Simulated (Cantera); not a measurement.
A closed system holds: 1 mol Nb, a varied amount of H2O, at 1150 K and 0.280 bar.

Method: chemical equilibrium by Gibbs-energy minimisation in Cantera with the NASA 1993 tables (ideal gas, pure condensed phases). Candidate condensed phases: H2O, Nb, NbO, NbO2, Nb2O5; 12 gas species. Mutual solubility and eutectic melting of coexisting phases are not modelled. NbO: taken at fixed stoichiometry. Condensed phases not in the tables: the oxides between NbO2 and Nb2O5, N, O or C dissolved in the metal. The numbers say what is thermodynamically allowed, not how fast it happens.

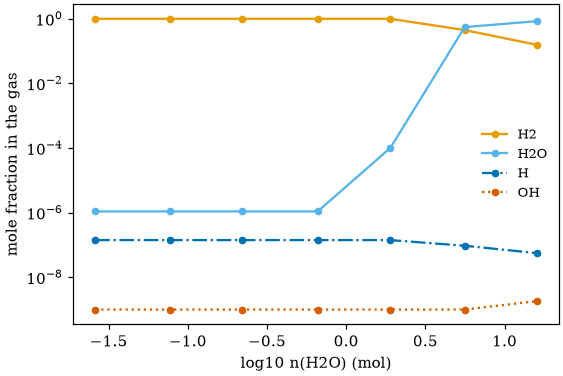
Figure. Equilibrium gas composition (values under 1e-9 drawn at 1e-9)

From 0.026 mol H2O to 0.66 mol H2O the condensed part is Nb(s) + NbO(s). At 1.9 mol H2O the condensed part is NbO(s) + NbO2(s). From 5.6 mol H2O to 16 mol H2O the condensed part is Nb2O5(s).
